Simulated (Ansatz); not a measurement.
The figure comes from a scan of Sn (space group I4/mmm): volume and axial ratio are varied about the relaxed values (subscript 0). These are PBEsol (plane waves to 420 eV, PAW, scalar-relativistic; Ansatz, a first-principles code) values and carry that method's errors. k mesh 12×12×12 (Γ-centred), Fermi-Dirac smearing 0.05 eV. Stress and pressure are positive under compression. As the atoms are clamped, bonds stretch with the cell, which overstates energies and stresses. With partly filled bands, the response to shear is sensitive to the k mesh, so small differences along c/a are uncertain. Sn was relaxed with its symmetry unable to fall. This is one of several known forms of Sn; the measured ambient cells at hand have space group No. 141 or 227. 

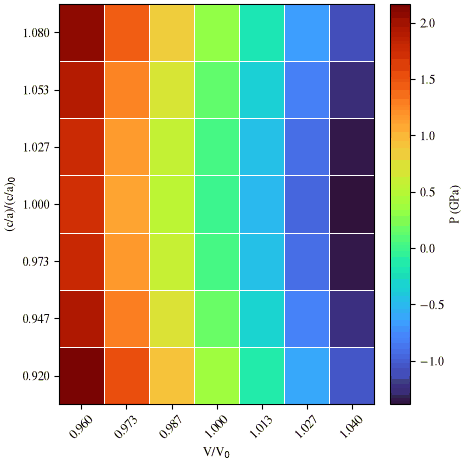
P (GPa), one tile a computed point.

**Question.** Read the plotted values off the figure, to the accuracy that the plot allows.

**Answer.** To the nearest 0.5:

P (GPa), with V/V₀ across and (c/a)/(c/a)₀ down:

| (c/a)/(c/a)₀ \ V/V₀ | 0.960 | 0.973 | 0.987 | 1.000 | 1.013 | 1.027 | 1.040 |
|---|---|---|---|---|---|---|---|
| 0.920 | 2.0 | 1.5 | 1.0 | 0.5 | 0.0 | -0.5 | -1.0 |
| 0.947 | 2.0 | 1.5 | 0.5 | 0.0 | -0.5 | -1.0 | -1.0 |
| 0.973 | 2.0 | 1.0 | 0.5 | 0.0 | -0.5 | -1.0 | -1.5 |
| 1.000 | 1.5 | 1.0 | 0.5 | 0.0 | -0.5 | -1.0 | -1.5 |
| 1.027 | 2.0 | 1.0 | 0.5 | 0.0 | -0.5 | -1.0 | -1.5 |
| 1.053 | 2.0 | 1.5 | 0.5 | 0.0 | -0.5 | -1.0 | -1.0 |
| 1.080 | 2.0 | 1.5 | 1.0 | 0.5 | 0.0 | -0.5 | -1.0 |

(Under strain, the slope of the energy per volume gives the stress and its curvature an elastic modulus.)
